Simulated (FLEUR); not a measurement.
Band structure of CdAu (Pm-3m, 2 atoms in the cell).

```
CdAu
1.0
    3.33811     0.00000     0.00000
    0.00000     3.33811     0.00000
    0.00000     0.00000     3.33811
Cd Au
1 1
Cartesian
  0.00000   0.00000   0.00000
  1.66905   1.66905   1.66905
```

Method of the run: FLEUR with PBEsol, all-electron FLAPW (FLEUR), scalar-relativistic valence.

Settings: Kmax = 4 1/bohr; GmaxXC = 20 1/bohr; xcFunctional = PBEs; jspins = 1; l_soc = F; mode = hist; fermiSmearingEnergy = 0.00999582 Htr; mesh (inpgen div1-3) = 7 7 7; inpgen gamma flag = false; Gmax = 20 1/bohr; numbands = 0; maxIterBroyd = 40; imix = Anderson; alpha = 0.05.

The starting cell comes from a database of computed structures (which also holds hypothetical and non-ambient phases and stackings), without a prior relaxation at this level. Its lattice was rescaled by a random factor within 2.5 % of one. Spin-orbit coupling is off. Values depend on the basis (sphere radii, cutoffs, local orbitals), which need not be converged.

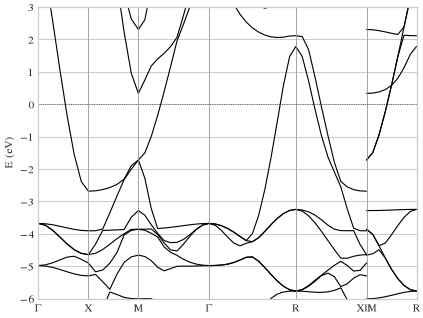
Bands along the path, energies from the Fermi level.

Levels in eV from the Fermi level, bands 16 to 23:
```csv
point,16,17,18,19,20,21,22,23
Γ,-4.98,-3.68,-3.68,-3.68,4.67,4.67,4.67,8.01
X,-4.90,-4.64,-4.64,-3.91,-2.68,10.42,10.42,10.61
M,-3.86,-3.86,-3.28,-1.72,-1.72,0.33,2.31,10.82
R,-5.77,-3.25,-3.25,1.78,2.11,3.84,3.84,3.84
```
